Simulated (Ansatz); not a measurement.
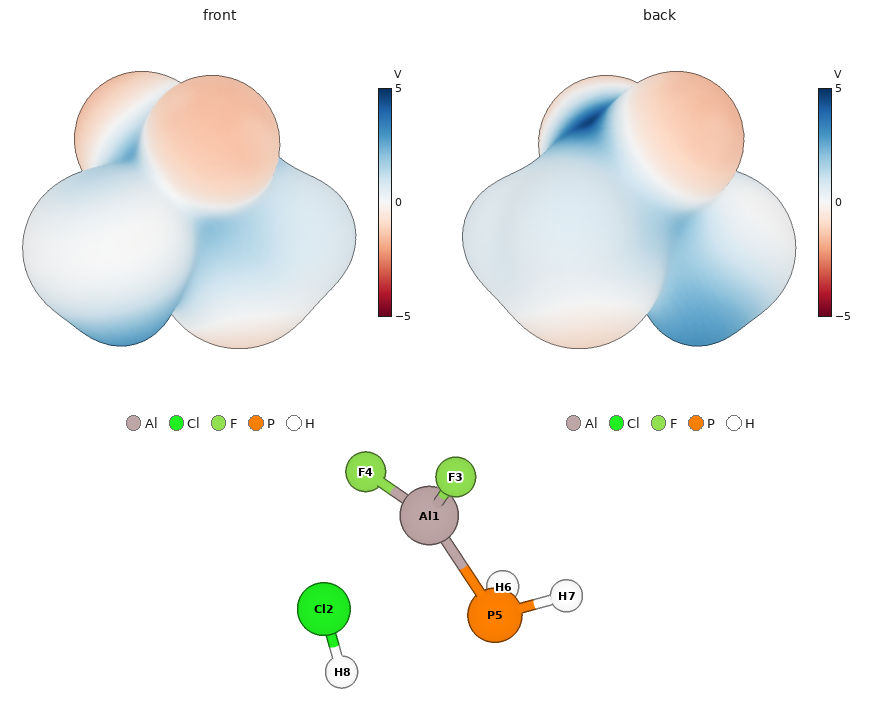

Figure. AlF2H2P···HCl. The electrostatic potential painted on the density surface at 0.002 e/bohr³, seen from the front and from behind; the colour scale runs from red (negative) to blue (positive). The bare structure is drawn below in the same view.

Computed with RHF/6-31G* in Ansatz.

```yaml
atoms:
  - { symbol: Al, position_ang: [0.0995, -0.6260, -0.1418] }
  - { symbol: Cl, position_ang: [-0.0635, 0.4157, 2.5024] }
  - { symbol: F, position_ang: [1.4382, 0.2521, -0.4804] }
  - { symbol: F, position_ang: [-1.3448, -0.0065, -0.5993] }
  - { symbol: P, position_ang: [0.2533, -2.8405, 0.5666] }
  - { symbol: H, position_ang: [-0.6595, -3.4011, -0.3389] }
  - { symbol: H, position_ang: [1.4187, -3.1921, -0.1296] }
  - { symbol: H, position_ang: [-0.1730, -0.6626, 3.1629] }
```

**Where is the surface potential most negative and most positive?**

The most negative region (about −1.5 V, or −35 kcal/mol for a unit charge) lies over F3 and F4, the most positive (about +4.0 V, or +92 kcal/mol for a unit charge) over Al1. Cl2 shows a σ-hole: about +1.2 V, or +28 kcal/mol for a unit charge at the tip opposite its bond, against about +0.2 V on its flanks.
